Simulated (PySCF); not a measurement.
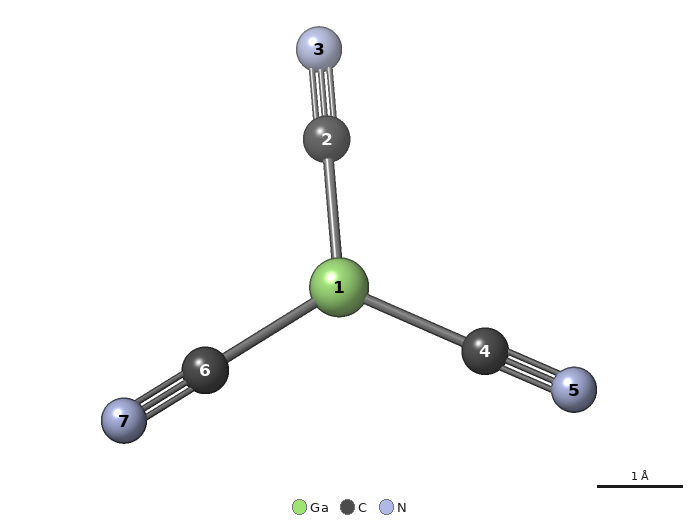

Orthographic view. Distant atoms are faded towards the background colour. Computed geometry: PBE0-D3(BJ)/def2-SVP optimisation. No frequency run is at hand to confirm it as a minimum.

Give the distance matrix in Å.

```
atom   Ga1    C2    N3    C4    N5    C6    N7
 Ga1  0.00                                    
  C2  1.91  0.00                              
  N3  3.07  1.16  0.00                        
  C4  1.91  3.31  4.35  0.00                  
  N5  3.07  4.35  5.31  1.16  0.00            
  C6  1.91  3.31  4.35  3.32  4.36  0.00      
  N7  3.07  4.35  5.31  4.36  5.33  1.16  0.00
```
